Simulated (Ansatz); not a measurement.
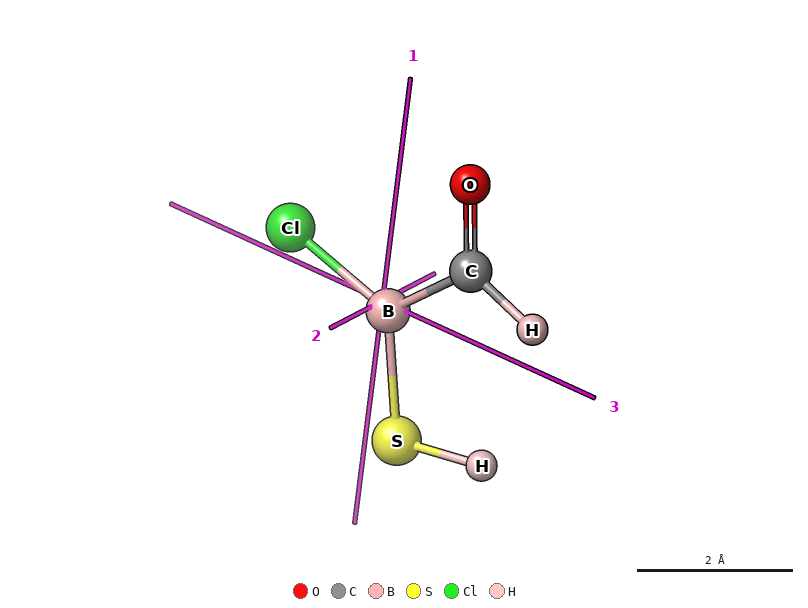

The three principal axes of inertia are drawn and numbered. Atoms fade into the background with distance from the viewer. Computed geometry: PBE-D4/def2-SVP optimisation. No frequency run is at hand to confirm it as a minimum. Masses are those of the most abundant isotopes; constants are for the rigid equilibrium geometry.

Which line is the a axis (least moment of inertia), which b and which c?

a is line 1, b is line 3, c is line 2; the moments are 143, 207, 350 u Å².

What kind of rotor is it, and what are its rotational constants in GHz?

An asymmetric top (Cs): A = 3.53, B = 2.45, C = 1.44 GHz. Ray's parameter κ is −0.04, midway between the limits.
